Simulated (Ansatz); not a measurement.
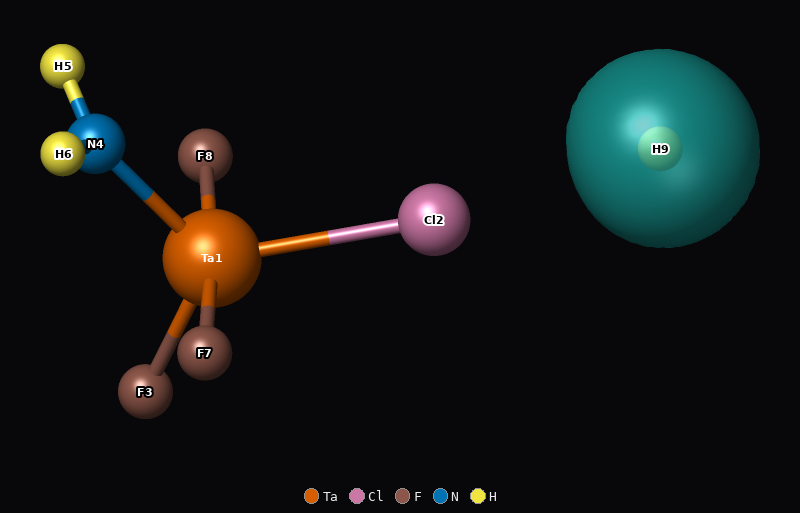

ClF3H2NTa···H (doublet). Isosurface of the spin density at +0.04 e/Å³ (teal), seen at a tilt.

Core potentials replace the inner electrons of Ta; not at a stationary point (largest force 1.6 eV/Å).

Theory: UHF/def2-SVP (Ansatz 0.2.0).

| atom | x (Å) | y (Å) | z (Å) |
| --- | --- | --- | --- |
| Ta | 0.1668 | 0.0092 | -0.1149 |
| Cl | 2.5655 | -0.0183 | 0.2446 |
| F | -1.1016 | 0.0314 | 1.2521 |
| N | -0.4910 | 0.0117 | -1.9347 |
| H | -0.6778 | -0.8241 | -2.4616 |
| H | -0.6512 | 0.8489 | -2.4685 |
| F | 0.1346 | 1.8876 | -0.1923 |
| F | 0.0898 | -1.8684 | -0.1790 |
| H | 5.1450 | -0.0780 | 0.2442 |

### Describe the spin distribution.

The unpaired spin (1 electron) lies mostly on H9 (about 1.0), in electrons by Hirshfeld's partition.
